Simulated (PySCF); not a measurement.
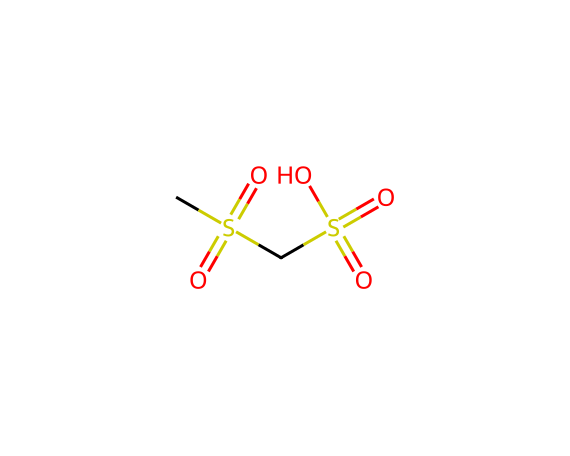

Skeletal drawing of a molecule.

Give its SMILES.

CS(=O)(=O)CS(=O)(=O)O

What is the molecular formula?

C2H6O5S2.

An optimisation with GFN2-xTB gave a structure of which point group?

C1. Other conformers may differ.

More results for the same structure follow; atom numbers are the same in all pictures, views and colours differ. The computed structure is the end point of a GFN2-xTB optimisation. No frequency run is at hand to confirm it as a minimum.

## Geometry

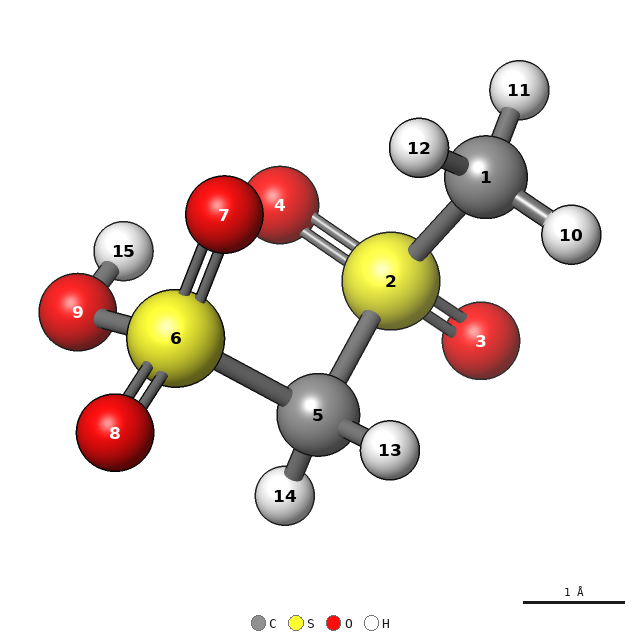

No frequency run is at hand to confirm it as a minimum.

Give these bond angles: C1–S2–O3, S2–C1–H11, S2–C5–S6, S2–C5–H13, S2–C5–H14, O3–S2–O4, C5–S6–O7, C5–S6–O9, S6–C5–H13, S6–C5–H14, S6–O9–H15, O7–S6–O9.

| angle | degrees |
| --- | --- |
| C1–S2–O3 | 109.0 |
| S2–C1–H11 | 107.2 |
| S2–C5–S6 | 104.8 |
| S2–C5–H13 | 110.6 |
| S2–C5–H14 | 109.7 |
| O3–S2–O4 | 116.3 |
| C5–S6–O7 | 105.7 |
| C5–S6–O9 | 102.1 |
| S6–C5–H13 | 110.1 |
| S6–C5–H14 | 110.1 |
| S6–O9–H15 | 107.5 |
| O7–S6–O9 | 111.0 |

## Bond orders

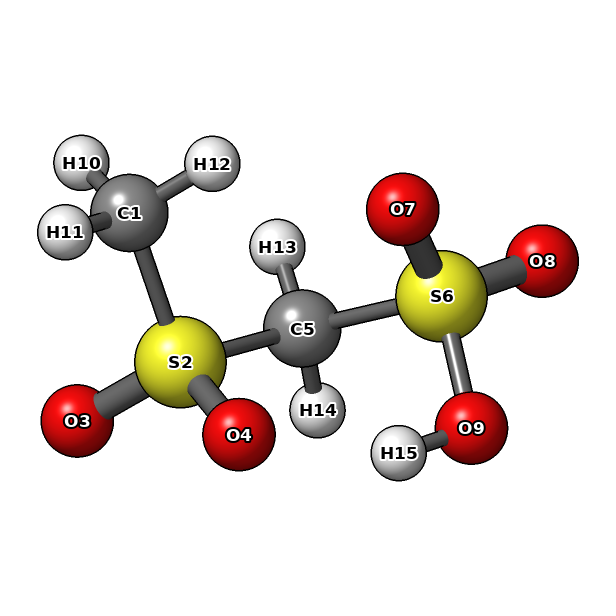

The thickness of each stick grows with its Mayer bond order. No frequency run is at hand to confirm it as a minimum. Computed with PBE0/pcSseg-1 (PySCF 2.14.0).

List the Mayer bond orders of C1–S2, C1–H10, C1–H11, C1–H12, S2–O3, S2–O4, S2–C5, C5–S6, C5–H13, C5–H14, S6–O7, S6–O8, S6–O9, O9–H15.

```csv
bond,Mayer order,length (Å)
C1–S2,0.90,1.796
C1–H10,0.93,1.082
C1–H11,0.93,1.084
C1–H12,0.91,1.083
S2–O3,1.77,1.434
S2–O4,1.58,1.444
S2–C5,0.84,1.815
C5–S6,0.88,1.808
C5–H13,0.91,1.082
C5–H14,0.90,1.083
S6–O7,1.73,1.430
S6–O8,1.84,1.421
S6–O9,1.04,1.562
O9–H15,0.86,0.983
```

## Electronic properties

No frequency run is at hand to confirm it as a minimum. Method: PBE0/def2-SVPD, gas phase (PySCF 2.14.0). Excitations: vertical, linear response.

Predict the main results.

- dipole moment: 3.22 D
- HOMO energy (Kohn–Sham orbital): −9.21 eV
- LUMO energy (Kohn–Sham orbital): −0.22 eV
- HOMO–LUMO gap: 8.99 eV
- mean static polarisability: 78.7 bohr³
- lowest vertical singlet excitation: 7.68 eV
- its oscillator strength: 0.010
- brightest of the 6 lowest singlets: 8.27 eV
- its oscillator strength: 0.05

## NMR shielding

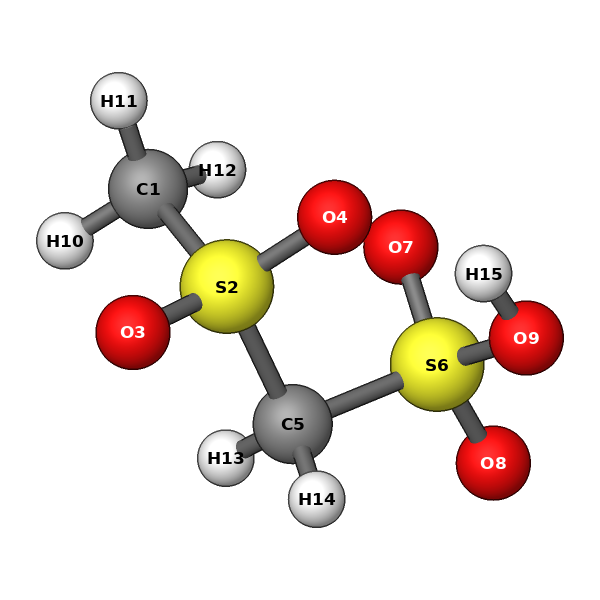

No frequency run is at hand to confirm it as a minimum. Properties computed with GIAO PBE0/pcSseg-1 NMR shielding, non-relativistic, gas phase (PySCF 2.14.0). Principal shieldings σ11 ≤ σ22 ≤ σ33, span Ω = σ33 − σ11, skew κ = 3(σiso − σ22)/Ω.

Which O atom has the most anisotropic shielding?

O9, with a span of 210 ppm.

Give the shielding tensors of the O atoms.

| atom | σ11 | σ22 | σ33 | σiso | Ω | κ |
| --- | --- | --- | --- | --- | --- | --- |
| O3 | 43.8 | 101.2 | 189.9 | 111.6 | 146.1 | 0.21 |
| O4 | 90.1 | 107.9 | 193.2 | 130.4 | 103.0 | 0.66 |
| O7 | 80.4 | 97.3 | 104.0 | 93.9 | 23.6 | −0.43 |
| O8 | 92.2 | 99.3 | 139.9 | 110.5 | 47.7 | 0.70 |
| O9 | 38.8 | 120.4 | 249.2 | 136.1 | 210.4 | 0.22 |

Shieldings and span in ppm.
